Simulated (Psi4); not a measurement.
Intermolecular potential of H4O4Si ··· H4O4Si (SMILES O[Si](O)(O)O and O[Si](O)(O)O). Monomers: optimised at B3LYP-D3(BJ) (def2-TZVP), held rigid. Orientation: lowest of the rigid-body minima from ten starts at GFN2-xTB. The monomers approach along the line of their centres of mass (distance R); nothing else relaxes.

Level of theory: SAPT0/jun-cc-pVDZ, frozen core (Psi4).

Components in kcal/mol:

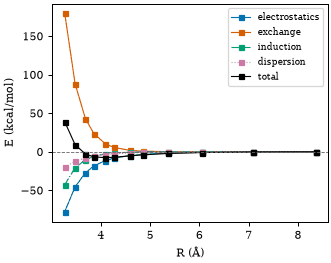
Components of the interaction energy.

| R / Å | electrostatics | exchange | induction | dispersion | total |
|---|---|---|---|---|---|
| 3.27 | -77.72 | 179.22 | -42.82 | -19.88 | 38.80 |
| 3.48 | -45.60 | 88.09 | -21.00 | -12.42 | 9.06 |
| 3.69 | -27.31 | 42.70 | -10.40 | -7.95 | -2.97 |
| 3.86 | -18.61 | 23.59 | -5.97 | -5.65 | -6.64 |
| 4.09 | -11.66 | 10.46 | -2.88 | -3.65 | -7.73 |
| 4.26 | -8.53 | 5.70 | -1.72 | -2.70 | -7.24 |
| 4.59 | -4.96 | 1.73 | -0.67 | -1.56 | -5.45 |
| 4.86 | -3.36 | 0.64 | -0.32 | -1.02 | -4.06 |
| 5.37 | -1.77 | 0.10 | -0.10 | -0.50 | -2.27 |
| 6.05 | -0.85 | 0.01 | -0.02 | -0.22 | -1.09 |
| 7.08 | -0.32 | 0.00 | 0.00 | -0.08 | -0.40 |
| 8.36 | -0.11 | 0.00 | 0.00 | -0.03 | -0.14 |
